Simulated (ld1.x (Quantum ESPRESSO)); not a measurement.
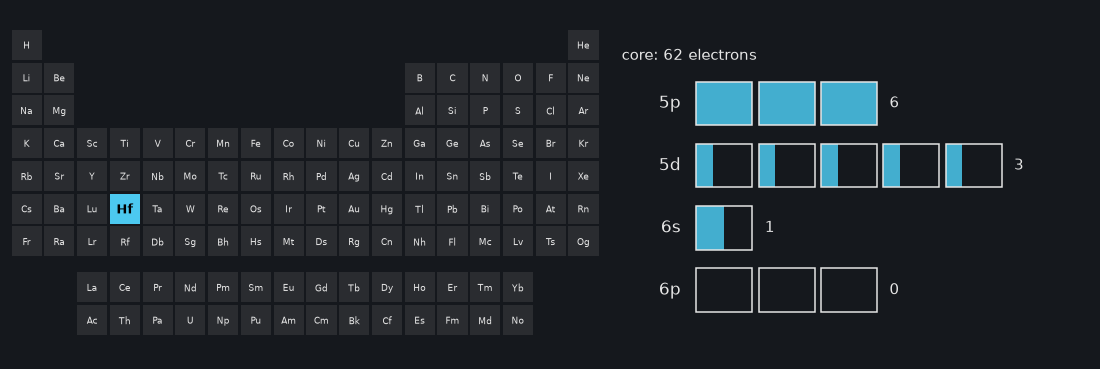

Fig. 1: Left, the place of hafnium in the periodic table; right, the valence shells of the reference configuration: a box for each of the 2l + 1 orbitals, shaded by the share of the shell that is filled, with the electron count at the right.

Pseudopotential generation for Hf (part 1 of 2)

- system: hafnium (Hf, Z = 72), core [Kr] 4d10 4f14 5s2, reference valence 5p6 5d3 6s1 6p0, valence charge 10.
- method: TM potential, PW91, scalar-relativistic, made with ld1.x (Quantum ESPRESSO) 7.5

### Log
```
     Program LD1 v.7.5
     --------------------------- All-electron run ----------------------------

     Hf
     scalar relativistic calculation

     atomic number is 72.00
     dft =PW91   lsd =0 sic =0 latt =0  beta=0.20 tr2=1.0E-14
     Exchange-correlation= PW91
                           (   1   4   2   2   0   0   0)
     mesh =1271 r(mesh) =  99.31870 a.u. xmin = -7.00 dx = 0.01250
     1 Ry =  13.60569312 eV, c = 137.03599908

     n l     nl                  e(Ry)          e(Ha)          e(eV)
     1 0     1S 1( 2.00)     -4798.9326     -2399.4663    -65292.8048
     2 0     2S 1( 2.00)      -820.6253      -410.3127    -11165.1766
     2 1     2P 1( 6.00)      -720.5240      -360.2620     -9803.2279
     3 0     3S 1( 2.00)      -186.9029       -93.4515     -2542.9441
     3 1     3P 1( 6.00)      -157.0035       -78.5017     -2136.1410
     4 0     4S 1( 2.00)       -37.5714       -18.7857      -511.1848
     4 1     4P 1( 6.00)       -27.7632       -13.8816      -377.7370
     3 2     3D 1(10.00)      -121.6249       -60.8125     -1654.7915
     5 0     5S 1( 2.00)        -4.8272        -2.4136       -65.6779
     5 1     5P 1( 6.00)        -2.5237        -1.2618       -34.3364
     4 2     4D 1(10.00)       -15.0922        -7.5461      -205.3397
     4 3     4F 1(14.00)        -1.1403        -0.5701       -15.5144
     5 2     5D 1( 3.00)        -0.1494        -0.0747        -2.0321
     6 0     6S 1( 1.00)        -0.3515        -0.1757        -4.7818
     6 1     6P 1( 0.00)        -0.0964        -0.0482        -1.3118

     final scf error:  8.9E-15 reached in  42 iterations

     Etot =  -30159.383388 Ry,  -15079.691694 Ha, -410339.315160 eV

     Ekin =   33049.585355 Ry,   16524.792678 Ha,  449662.516185 eV
     Encl =  -74411.219418 Ry,  -37205.609709 Ha,-1012416.216307 eV
     Eh   =   11820.672255 Ry,    5910.336127 Ha,  160828.439207 eV
     Exc  =    -618.421581 Ry,    -309.210790 Ha,   -8414.054245 eV

     normalization and overlap integrals

     s(1S/1S) =  1.000000  <r> =   0.0190  <r2> =    0.0005  r(max) =   0.0120
     s(2S/2S) =  1.000000  <r> =   0.0804  <r2> =    0.0076  r(max) =   0.0679
     s(2P/2P) =  1.000000  <r> =   0.0717  <r2> =    0.0063  r(max) =   0.0556
     s(3S/3S) =  1.000000  <r> =   0.2086  <r2> =    0.0498  r(max) =   0.1917
     s(3P/3P) =  1.000000  <r> =   0.2085  <r2> =    0.0504  r(max) =   0.1893
     s(4S/4S) =  1.000000  <r> =   0.4682  <r2> =    0.2475  r(max) =   0.4375
     s(4P/4P) =  1.000000  <r> =   0.4976  <r2> =    0.2818  r(max) =   0.4599
     s(3D/3D) =  1.000000  <r> =   0.1890  <r2> =    0.0419  r(max) =   0.1550
     s(5S/5S) =  1.000000  <r> =   1.1363  <r2> =    1.4541  r(max) =   1.0109
     s(5P/5P) =  1.000000  <r> =   1.3480  <r2> =    2.0703  r(max) =   1.1599
     s(4D/4D) =  1.000000  <r> =   0.5351  <r2> =    0.3322  r(max) =   0.4716
     s(4F/4F) =  1.000000  <r> =   0.6782  <r2> =    0.5983  r(max) =   0.4542
     s(5D/5D) =  1.000000  <r> =   2.7005  <r2> =    9.4034  r(max) =   1.7304
     s(6S/6S) =  1.000000  <r> =   3.5331  <r2> =   14.3042  r(max) =   2.9619
     s(6P/6P) =  1.000000  <r> =   5.4728  <r2> =   35.1394  r(max) =   4.2031

     ------------------------ End of All-electron run ------------------------

     --------------------- Generating NC pseudopotential ---------------------

      Generating local pot.: lloc=2, matching radius rcloc =   2.0500

      Wfc   6S  rcut= 2.782  Using Troullier-Martins method

      Wfc   5P  rcut= 1.646  Using Troullier-Martins method

     ------------------- End of pseudopotential generation -------------------

     --------------------------- All-electron run ----------------------------

     Hf
     scalar relativistic calculation

     atomic number is 72.00
     dft =PW91   lsd =0 sic =0 latt =0  beta=0.20 tr2=1.0E-14
     Exchange-correlation= PW91
                           (   1   4   2   2   0   0   0)
     mesh =1271 r(mesh) =  99.31870 a.u. xmin = -7.00 dx = 0.01250
     1 Ry =  13.60569312 eV, c = 137.03599908

     n l     nl                  e(Ry)          e(Ha)          e(eV)
     1 0     1S 1( 2.00)     -4798.9326     -2399.4663    -65292.8048
     2 0     2S 1( 2.00)      -820.6253      -410.3127    -11165.1766
     2 1     2P 1( 6.00)      -720.5240      -360.2620     -9803.2279
     3 0     3S 1( 2.00)      -186.9029       -93.4515     -2542.9441
     3 1     3P 1( 6.00)      -157.0035       -78.5017     -2136.1410
     4 0     4S 1( 2.00)       -37.5714       -18.7857      -511.1848
     4 1     4P 1( 6.00)       -27.7632       -13.8816      -377.7370
     3 2     3D 1(10.00)      -121.6249       -60.8125     -1654.7915
     5 0     5S 1( 2.00)        -4.8272        -2.4136       -65.6779
     5 1     5P 1( 6.00)        -2.5237        -1.2618       -34.3364
     4 2     4D 1(10.00)       -15.0922        -7.5461      -205.3397
     4 3     4F 1(14.00)        -1.1403        -0.5701       -15.5144
     5 2     5D 1( 3.00)        -0.1494        -0.0747        -2.0321
     6 0     6S 1( 1.00)        -0.3515        -0.1757        -4.7818
     6 1     6P 1( 0.00)        -0.0964        -0.0482        -1.3118

     final scf error:  8.9E-15 reached in  42 iterations

     Etot =  -30159.383388 Ry,  -15079.691694 Ha, -410339.315160 eV

     Ekin =   33049.585355 Ry,   16524.792678 Ha,  449662.516185 eV
     Encl =  -74411.219418 Ry,  -37205.609709 Ha,-1012416.216307 eV
     Eh   =   11820.672255 Ry,    5910.336127 Ha,  160828.439207 eV
     Exc  =    -618.421581 Ry,    -309.210790 Ha,   -8414.054245 eV

     normalization and overlap integrals

     s(1S/1S) =  1.000000  <r> =   0.0190  <r2> =    0.0005  r(max) =   0.0120
     s(2S/2S) =  1.000000  <r> =   0.0804  <r2> =    0.0076  r(max) =   0.0679
     s(2P/2P) =  1.000000  <r> =   0.0717  <r2> =    0.0063  r(max) =   0.0556
     s(3S/3S) =  1.000000  <r> =   0.2086  <r2> =    0.0498  r(max) =   0.1917
     s(3P/3P) =  1.000000  <r> =   0.2085  <r2> =    0.0504  r(max) =   0.1893
     s(4S/4S) =  1.000000  <r> =   0.4682  <r2> =    0.2475  r(max) =   0.4375
     s(4P/4P) =  1.000000  <r> =   0.4976  <r2> =    0.2818  r(max) =   0.4599
     s(3D/3D) =  1.000000  <r> =   0.1890  <r2> =    0.0419  r(max) =   0.1550
     s(5S/5S) =  1.000000  <r> =   1.1363  <r2> =    1.4541  r(max) =   1.0109
     s(5P/5P) =  1.000000  <r> =   1.3480  <r2> =    2.0703  r(max) =   1.1599
     s(4D/4D) =  1.000000  <r> =   0.5351  <r2> =    0.3322  r(max) =   0.4716
     s(4F/4F) =  1.000000  <r> =   0.6782  <r2> =    0.5983  r(max) =   0.4542
     s(5D/5D) =  1.000000  <r> =   2.7005  <r2> =    9.4034  r(max) =   1.7304
     s(6S/6S) =  1.000000  <r> =   3.5331  <r2> =   14.3042  r(max) =   2.9619
     s(6P/6P) =  1.000000  <r> =   5.4728  <r2> =   35.1394  r(max) =   4.2031

     ------------------------ End of All-electron run ------------------------

     Computing logarithmic derivative in   3.05599
     Message from routine run_pseudo:
     Warning: convergence not achieved

       Warning: n=3, l=1 expected 1 nodes, found 2
       Setting wfc to zero for this iteration
       (This warning will only be printed once per wavefunction)

     Computing logarithmic derivative in   3.05599
     Computing the partial wave expansion
     R is outside the sphere for l=    0 j= 0.00
     R is outside the sphere for l=    1 j= 0.00
       no projector for channel:   2

     ---------------------- Testing the pseudopotential ----------------------

     Hf
     scalar relativistic calculation

     atomic number is 72.00   valence charge is 10.00
     dft =PW91   lsd =0 sic =0 latt =0  beta=0.20 tr2=1.0E-14
     mesh =1271 r(mesh) =  99.31870 xmin = -7.00 dx = 0.01250

     n l     nl             e AE (Ry)        e PS (Ry)    De AE-PS (Ry)
     2 1     5P   1( 6.00)       -2.52368       -2.52369        0.00001
     3 2     5D   1( 3.00)       -0.14936       -0.14936       -0.00000
     1 0     6S   1( 1.00)       -0.35145       -0.35146        0.00000
     3 1     6P   1( 0.00)       -0.09641       -0.09641        0.00000

     eps = 9.6E-10  iter =201

     Etot =  -30159.383388 Ry,  -15079.691694 Ha, -410339.315160 eV
     Etotps =   -62.120524 Ry,     -31.060262 Ha,    -845.192786 eV

     Ekin =      25.236292 Ry,      12.618146 Ha,     343.357242 eV
     Encl =    -127.423320 Ry,     -63.711660 Ha,   -1733.682590 eV
     Ehrt =      48.706385 Ry,      24.353192 Ha,     662.684126 eV
     Ecxc =      -8.546991 Ry,      -4.273496 Ha,    -116.287743 eV
     Epseu=      -0.092889 Ry,      -0.046445 Ha,      -1.263820 eV

     ---------------------- End of pseudopotential test ----------------------
```

### Output of the test run (extracts)
```
     ---------------------- Testing the pseudopotential ----------------------

     Hf
     scalar relativistic calculation

     atomic number is 72.00   valence charge is 10.00
     dft =PW91   lsd =0 sic =0 latt =0  beta=0.20 tr2=1.0E-14
     mesh =1271 r(mesh) =  99.31870 xmin = -7.00 dx = 0.01250

     n l     nl             e AE (Ry)        e PS (Ry)    De AE-PS (Ry)
     2 1     5P   1( 6.00)       -2.52368       -2.52369        0.00001
     3 2     5D   1( 3.00)       -0.14936       -0.14936       -0.00000
     1 0     6S   1( 1.00)       -0.35145       -0.35146        0.00000
     3 1     6P   1( 0.00)       -0.09641       -0.09641        0.00000

     eps = 2.1E-09  iter =201

     Etot =  -30159.383388 Ry,  -15079.691694 Ha, -410339.315157 eV
     Etotps =   -62.120524 Ry,     -31.060262 Ha,    -845.192784 eV

     Ekin =      25.236291 Ry,      12.618146 Ha,     343.357236 eV
     Encl =    -127.423318 Ry,     -63.711659 Ha,   -1733.682560 eV
     Ehrt =      48.706384 Ry,      24.353192 Ha,     662.684118 eV
     Ecxc =      -8.546992 Ry,      -4.273496 Ha,    -116.287744 eV
     Epseu=      -0.092890 Ry,      -0.046445 Ha,      -1.263835 eV

     ---------------------- End of pseudopotential test ----------------------

     ---------------------- Testing the pseudopotential ----------------------

     Hf
     scalar relativistic calculation

     atomic number is 72.00   valence charge is 10.00
     dft =PW91   lsd =0 sic =0 latt =0  beta=0.20 tr2=1.0E-14
     mesh =1271 r(mesh) =  99.31870 xmin = -7.00 dx = 0.01250

     n l     nl             e AE (Ry)        e PS (Ry)    De AE-PS (Ry)
     2 1     5P   1( 6.00)       -2.61801       -2.70262        0.08461  !
     3 2     5D   1( 2.00)       -0.20144       -0.21864        0.01720  !
     1 0     6S   1( 2.00)       -0.37887       -0.37087       -0.00800  !
     3 1     6P   1( 0.00)       -0.10554       -0.10554        0.00000

     eps = 3.5E-07  iter =201

     Etot =  -30159.573745 Ry,  -15079.786873 Ha, -410341.905100 eV
     Etotps =   -62.296346 Ry,     -31.148173 Ha,    -847.584962 eV
     dEtot_ae =      -0.190357 Ry
     dEtot_ps =      -0.175822 Ry,   Delta E=      -0.014535 Ry

     Ekin =      24.124582 Ry,      12.062291 Ha,     328.231656 eV
     Encl =    -124.055016 Ry,     -62.027508 Ha,   -1687.854478 eV
     Ehrt =      47.383008 Ry,      23.691504 Ha,     644.678664 eV
     Ecxc =      -8.445596 Ry,      -4.222798 Ha,    -114.908184 eV
     Epseu=      -1.303323 Ry,      -0.651662 Ha,     -17.732619 eV

     ---------------------- End of pseudopotential test ----------------------

     ---------------------- Testing the pseudopotential ----------------------

     Hf
     scalar relativistic calculation

     atomic number is 72.00   valence charge is 10.00
     dft =PW91   lsd =0 sic =0 latt =0  beta=0.20 tr2=1.0E-14
     mesh =1271 r(mesh) =  99.31870 xmin = -7.00 dx = 0.01250

     n l     nl             e AE (Ry)        e PS (Ry)    De AE-PS (Ry)
     2 1     5P   1( 6.00)       -3.12950       -3.20289        0.07339  !
     3 2     5D   1( 2.00)       -0.68162       -0.70030        0.01868  !
     1 0     6S   1( 1.00)       -0.81093       -0.80493       -0.00600  !
     3 1     6P   1( 0.00)       -0.47075       -0.47075        0.00000

     eps = 1.0E-07  iter =201

     Etot =  -30158.983472 Ry,  -15079.491736 Ha, -410333.874022 eV
     Etotps =   -61.712738 Ry,     -30.856369 Ha,    -839.644581 eV
     dEtot_ae =       0.399916 Ry
     dEtot_ps =       0.407785 Ry,   Delta E=      -0.007869 Ry

     Ekin =      24.331645 Ry,      12.165822 Ha,     331.048894 eV
     Encl =    -119.367180 Ry,     -59.683590 Ha,   -1624.073226 eV
     Ehrt =      42.669068 Ry,      21.334534 Ha,     580.542251 eV
     Ecxc =      -8.114009 Ry,      -4.057005 Ha,    -110.396719 eV
     Epseu=      -1.232262 Ry,      -0.616131 Ha,     -16.765781 eV

     ---------------------- End of pseudopotential test ----------------------

     ---------------------- Testing the pseudopotential ----------------------

     Hf
     scalar relativistic calculation

     atomic number is 72.00   valence charge is 10.00
     dft =PW91   lsd =0 sic =0 latt =0  beta=0.20 tr2=1.0E-14
     mesh =1271 r(mesh) =  99.31870 xmin = -7.00 dx = 0.01250

     n l     nl             e AE (Ry)        e PS (Ry)    De AE-PS (Ry)
     2 1     5P   1( 6.00)       -3.72645       -3.68778       -0.03868  !
     3 2     5D   1( 2.00)       -1.23210       -1.21930       -0.01280  !
     1 0     6S   1( 0.00)       -1.28854       -1.28662       -0.00192
     3 1     6P   1( 0.00)       -0.88827       -0.88827        0.00000

     eps = 7.7E-15  iter = 52

     Etot =  -30157.938154 Ry,  -15078.969077 Ha, -410319.651750 eV
     Etotps =   -60.678217 Ry,     -30.339109 Ha,    -825.569203 eV
     dEtot_ae =       1.445234 Ry
     dEtot_ps =       1.442307 Ry,   Delta E=       0.002927 Ry

     Ekin =      24.916569 Ry,      12.458284 Ha,     339.007189 eV
     Encl =    -116.107017 Ry,     -58.053509 Ha,   -1579.716446 eV
     Ehrt =      38.396453 Ry,      19.198227 Ha,     522.410360 eV
     Ecxc =      -7.748202 Ry,      -3.874101 Ha,    -105.419661 eV
     Epseu=      -0.136020 Ry,      -0.068010 Ha,      -1.850644 eV

     ---------------------- End of pseudopotential test ----------------------

     ---------------------- Testing the pseudopotential ----------------------

     Hf
     scalar relativistic calculation

     atomic number is 72.00   valence charge is 10.00
     dft =PW91   lsd =0 sic =0 latt =0  beta=0.20 tr2=1.0E-14
     mesh =1271 r(mesh) =  99.31870 xmin = -7.00 dx = 0.01250

     n l     nl             e AE (Ry)        e PS (Ry)    De AE-PS (Ry)
     2 1     5P   1( 6.00)       -3.23479       -3.68778        0.45299  !
     3 2     5D   1( 2.00)       -0.76564       -1.21930        0.45366  !
     1 0     6S   1( 0.00)       -0.87209       -0.87209        0.00000
     3 1     6P   1( 1.00)       -0.52165       -0.52165        0.00000

     eps = 5.2E-15  iter = 95

     Etot =  -30158.637659 Ry,  -15079.318829 Ha, -410329.168993 eV
     Etotps =   -61.199864 Ry,     -30.599932 Ha,    -832.666564 eV
     dEtot_ae =       0.745729 Ry
     dEtot_ps =       0.920660 Ry,   Delta E=      -0.174931 Ry

     Ekin =      24.394922 Ry,      12.197461 Ha,     331.909818 eV
     Encl =    -116.107016 Ry,     -58.053508 Ha,   -1579.716427 eV
     Ehrt =      38.396453 Ry,      19.198226 Ha,     522.410352 eV
     Ecxc =      -7.748202 Ry,      -3.874101 Ha,    -105.419660 eV
     Epseu=      -0.136020 Ry,      -0.068010 Ha,      -1.850647 eV

     ---------------------- End of pseudopotential test ----------------------

     ---------------------- Testing the pseudopotential ----------------------

     Hf
     scalar relativistic calculation

     atomic number is 72.00   valence charge is 10.00
     dft =PW91   lsd =0 sic =0 latt =0  beta=0.20 tr2=1.0E-14
     mesh =1271 r(mesh) =  99.31870 xmin = -7.00 dx = 0.01250

     n l     nl             e AE (Ry)        e PS (Ry)    De AE-PS (Ry)
     2 1     5P   1( 6.00)       -4.60154       -5.08925        0.48771  !
     3 2     5D   1( 1.00)       -1.99996       -1.58436       -0.41561  !
     1 0     6S   1( 0.00)       -1.91700       -1.91700        0.00000
     3 1     6P   1( 0.00)       -1.43430       -1.43430        0.00000

     eps = 1.5E-15  iter = 67

     Etot =  -30156.331250 Ry,  -15078.165625 Ha, -410297.788707 eV
     Etotps =   -32.119886 Ry,     -16.059943 Ha,    -437.013315 eV
     dEtot_ae =       3.052138 Ry
     dEtot_ps =      30.000638 Ry,   Delta E=     -26.948500 Ry

     Ekin =     -32.119886 Ry,     -16.059943 Ha,    -437.013315 eV
     Encl =       0.000000 Ry,       0.000000 Ha,       0.000000 eV
     Ehrt =       0.000000 Ry,       0.000000 Ha,       0.000000 eV
     Ecxc =       0.000000 Ry,       0.000000 Ha,       0.000000 eV

     ---------------------- End of pseudopotential test ----------------------

     ---------------------- Testing the pseudopotential ----------------------

     Hf
     scalar relativistic calculation

     atomic number is 72.00   valence charge is 10.00
     dft =PW91   lsd =0 sic =0 latt =0  beta=0.20 tr2=1.0E-14
     mesh =1271 r(mesh) =  99.31870 xmin = -7.00 dx = 0.01250

     n l     nl             e AE (Ry)        e PS (Ry)    De AE-PS (Ry)
     2 1     5P   1( 6.00)       -2.98888       -2.97255       -0.01633  !
     3 2     5D   1( 3.00)       -0.58874       -0.57861       -0.01013  !
     1 0     6S   1( 0.00)       -0.75266       -0.74584       -0.00682  !
     3 1     6P   1( 0.00)       -0.43436       -0.43436        0.00000

     eps = 5.7E-03  iter =201

     Etot =  -30158.836437 Ry,  -15079.418218 Ha, -410331.873502 eV
     Etotps =   -61.601297 Ry,     -30.800649 Ha,    -838.128349 eV
     dEtot_ae =       0.546952 Ry
     dEtot_ps =       0.519226 Ry,   Delta E=       0.027725 Ry

     Ekin =      25.918167 Ry,      12.959083 Ha,     352.634625 eV
     Encl =    -123.392904 Ry,     -61.696452 Ha,   -1678.845992 eV
     Ehrt =      44.483153 Ry,      22.241576 Ha,     605.224123 eV
     Ecxc =      -8.311420 Ry,      -4.155710 Ha,    -113.082632 eV
     Epseu=      -0.298292 Ry,      -0.149146 Ha,      -4.058474 eV

     ---------------------- End of pseudopotential test ----------------------

     ---------------------- Testing the pseudopotential ----------------------

     Hf
     scalar relativistic calculation

     atomic number is 72.00   valence charge is 10.00
     dft =PW91   lsd =0 sic =0 latt =0  beta=0.20 tr2=1.0E-14
     mesh =1271 r(mesh) =  99.31870 xmin = -7.00 dx = 0.01250

     n l     nl             e AE (Ry)        e PS (Ry)    De AE-PS (Ry)
     2 1     5P   1( 6.00)       -2.56679       -2.62133        0.05454  !
     3 2     5D   1( 2.50)       -0.17250       -0.17997        0.00748  !
     1 0     6S   1( 1.50)       -0.36357       -0.35633       -0.00724  !
     3 1     6P   1( 0.00)       -0.10008       -0.10008        0.00000

     eps = 1.4E-10  iter =201

     Etot =  -30159.481643 Ry,  -15079.740822 Ha, -410340.651990 eV
     Etotps =   -62.213999 Ry,     -31.106999 Ha,    -846.464574 eV
     dEtot_ae =      -0.098255 Ry
     dEtot_ps =      -0.093475 Ry,   Delta E=      -0.004781 Ry

     Ekin =      24.619137 Ry,      12.309569 Ha,     334.960425 eV
     Encl =    -125.431984 Ry,     -62.715992 Ha,   -1706.589086 eV
     Ehrt =      48.007356 Ry,      24.003678 Ha,     653.173351 eV
     Ecxc =      -8.510595 Ry,      -4.255297 Ha,    -115.792538 eV
     Epseu=      -0.897913 Ry,      -0.448956 Ha,     -12.216725 eV

     ---------------------- End of pseudopotential test ----------------------
```

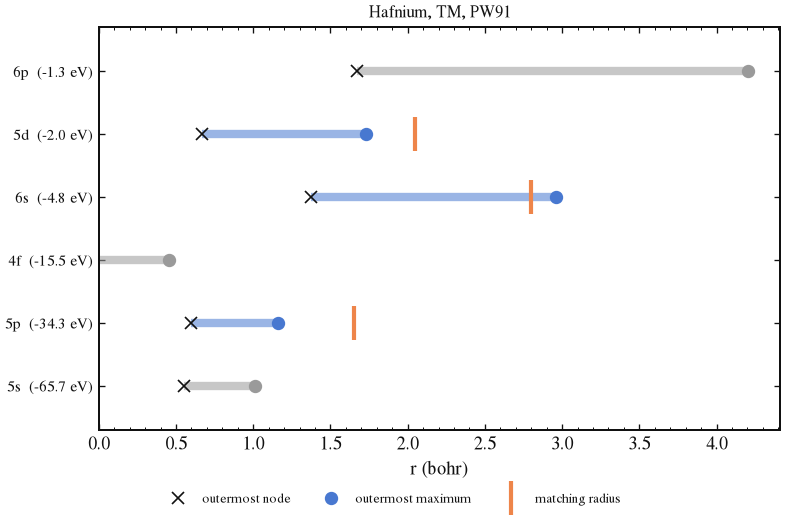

Fig. 2: Outer shells of the all-electron reference atom: each bar runs from the outermost node (or the nucleus) to the outermost maximum of u(r); the tick is the radius chosen for the pseudo-wave. Shells without a tick have no pseudo-wave of their own. Levels, nodes and maxima are from ld1.x, scalar-relativistic.

- Radii against the shells: 5p: 1.65 bohr, outside the maximum; 6s: 2.80 bohr, between node and maximum; 5d: 2.05 bohr, outside the maximum.

(Continued in part 2.) Outcome of the run: generated, with a ghost state; ld1.x warns of wrong node counts.
